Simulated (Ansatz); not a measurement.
# ClH4HfNO2: what the fields show

The calculation's input:

```
crystal:
  periodic: [false, false, false]
  atoms:
    - { symbol: Hf, position_ang: [0.0, 0.0, 0.0] }
    - { symbol: "N", position_ang: [0.0, 0.0, 2.21] }
    - { symbol: H, position_ang: [-0.877, -0.2713, 2.74] }
    - { symbol: H, position_ang: [0.877, 0.2713, 2.74] }
    - { symbol: Cl, position_ang: [2.3764, 0.0, -0.8392] }
    - { symbol: O, position_ang: [-0.975, 1.6891, -0.6893] }
    - { symbol: H, position_ang: [-1.9328, 1.4584, -0.9117] }
    - { symbol: O, position_ang: [-0.975, -1.6891, -0.6893] }
    - { symbol: H, position_ang: [-1.4296, -2.1548, 0.0831] }
basis:
  gaussian: { orbitals: def2-SVP }
hamiltonian:
  xc: lda
relax:
  f_tol: 0.02
  max_steps: 40
output:
  orbitals: {}
```

Run with:

```sh
ansatz run input.yaml --threads 2 --pin off --max-ram 3072MiB --backend cpu --events-out ev --progress --plain --runs-dir out
```

The fields are those of the run's last geometry, not of the input's.

Core potentials replace the inner electrons of Hf.

Computed with RKS LDA/def2-SVP (Ansatz 0.2.0).

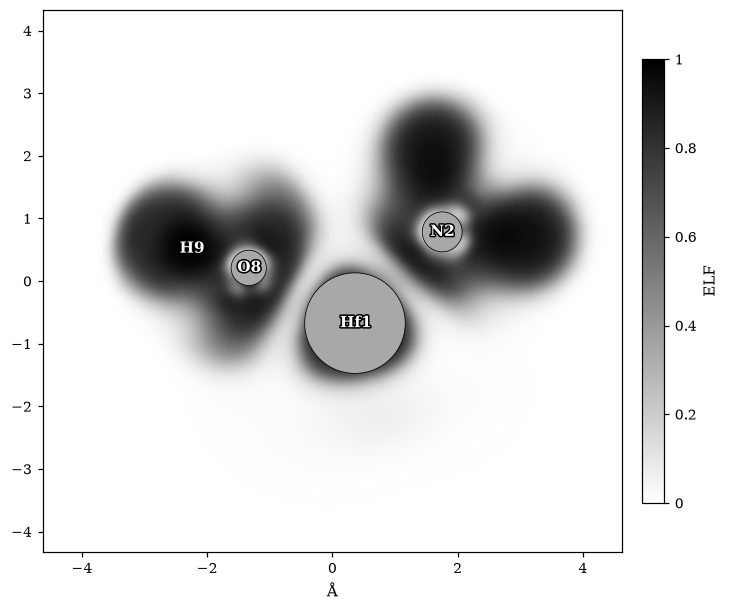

Figure 1. Electron localisation function on the plane of atoms N2, Hf1 and O8. Grey discs cover the atomic cores.

> Interpret the plot.

Atoms in the plane: Hf, N, O and H.
Hf–O (1.91 Å): the ELF peaks at about 0.80 in the valence shell of O, 0.5 Å from its nucleus, and drops to about 0.20 between the two atoms.
Hf–N (2.02 Å): the ELF peaks at about 0.90 in the valence shell of N, 0.6 Å from its nucleus, and is about 0.30 at the midpoint.
O–H (0.97 Å): the ELF climbs to about 1 towards the hydrogen, as it does in any bond to H (an ordinary covalent bond to hydrogen).

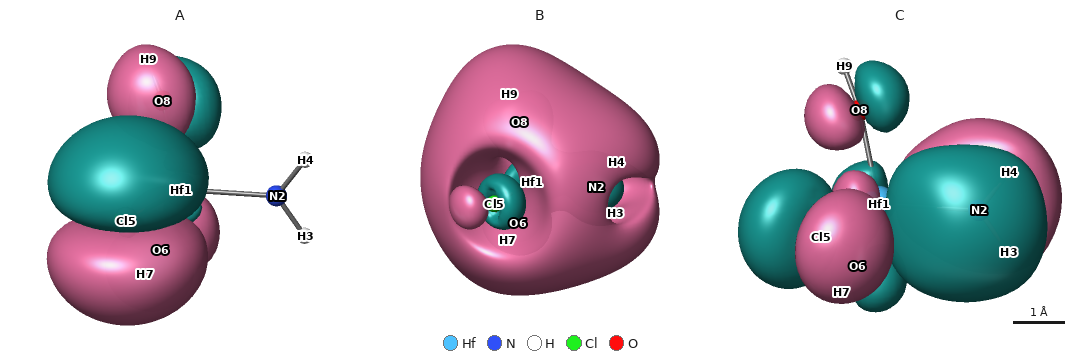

Figure 2. Three frontier orbitals at ±0.04 Å⁻³ᐟ² (teal and pink are the two phases), in no order.

> Which picture is the HOMO−1, the HOMO and the LUMO?

A is the HOMO−1 (−6.97 eV). Its weight (Hirshfeld) is mainly on Cl5 (about 75 %), O6 (about 10 %) and O8 (about 10 %); largely a lone pair of Cl5. C is the HOMO (−5.90 eV). By Hirshfeld shares it lies mainly on N2 (about 65 %), Hf1 (about 15 %) and Cl5 (about 10 %). B is the LUMO (−0.78 eV). By Hirshfeld shares it lies mainly on Hf1 (about 55 %), O6 (about 5 %), O8 (about 5 %), H7 (about 5 %) and H9 (about 5 %).

> What is the HOMO–LUMO gap?

5.12 eV between the orbital energies.

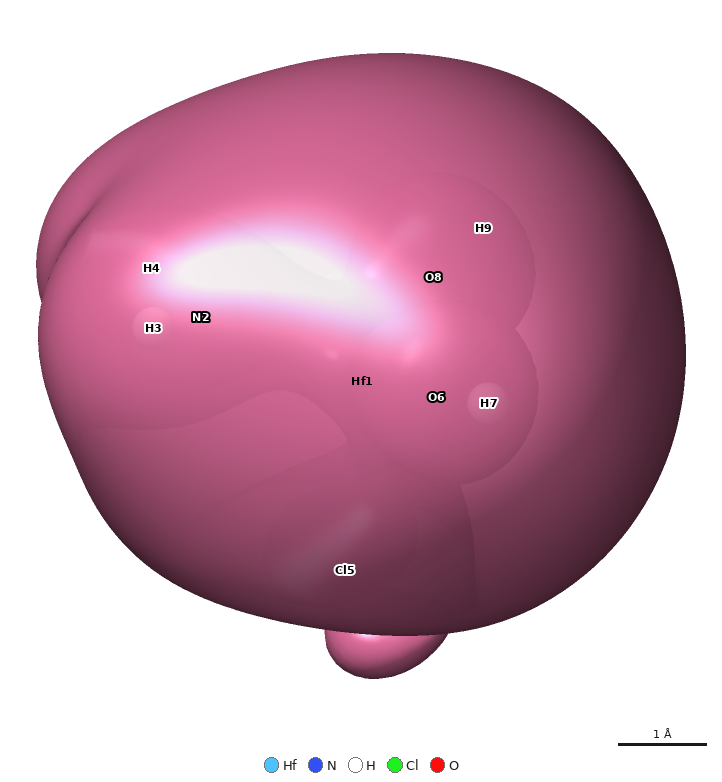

Figure 3. One frontier orbital at ±0.04 Å⁻³ᐟ² (teal and pink are the two phases), seen at an oblique angle.

> Which orbital is it: HOMO or LUMO?

The LUMO, at −0.78 eV. By Hirshfeld shares it lies mainly on Hf1 (about 55 %), O6 (about 5 %), O8 (about 5 %), H7 (about 5 %) and H9 (about 5 %).
